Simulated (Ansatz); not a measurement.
CH3BrZn (SMILES [CH3][Zn][Br])

```xyz
6

C    -0.5228    0.4655   -0.4309
Zn    0.7107   -0.6431    0.5547
Br    2.1480   -1.9349    1.7026
H    -1.4194   -0.1018   -0.6872
H    -0.0586    0.8203   -1.3529
H    -0.8158    1.3300    0.1676
```

Geometry: PBE0-D4/def2-TZVP.

These are results of RKS PBE0-D4/def2-TZVPP (Ansatz), not measurements.

**Predict the electron density and electron localisation function between the atoms.**

C–Zn (1.93 Å): the density is about 0.79 e/Å³ at the midpoint; the ELF peaks at about 0.90 in the valence shell of C, 0.7 Å from its nucleus, and is about 0.45 at the midpoint.
Zn–Br (2.25 Å): ρ is about 0.65 e/Å³ halfway; the ELF peaks at about 0.75 in the valence shell of Br, 1.0 Å from its nucleus, and is about 0.60 at the midpoint.
C–H (1.09 Å): ρ at the midpoint is about 2 e/Å³; the ELF climbs to about 1 towards the hydrogen, as it does in any bond to H; an ordinary covalent bond to hydrogen.

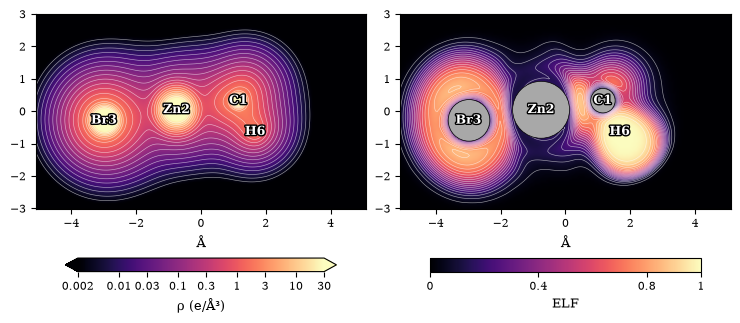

Computed electron density and electron localisation function on the plane of atoms Zn2, C1 and H6, in this order. Grey discs cover the atomic cores in the ELF map. 
